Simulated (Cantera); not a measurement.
Input: 1 mol n-butane, 0.21 mol O2, 0.63 mol H2, equilibrated at 75.0 Torr.

Equilibrium computed with Cantera from the NASA thermochemical tables; the gas is ideal and each condensed phase is pure. Candidate condensed phases: C, C6H6, C7H8, C8H18, H2O; 110 gas species. Kinetics and transport are ignored.

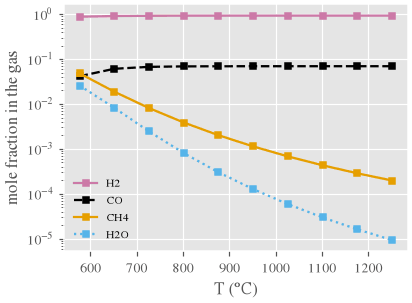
Fig. 1. Equilibrium gas composition (values under 1e-9 drawn at 1e-9)

From 577 °C to 1252 °C the condensed part is C(graphite). The main C-bearing gas is CH4 at 577 °C and CO at 1252 °C.
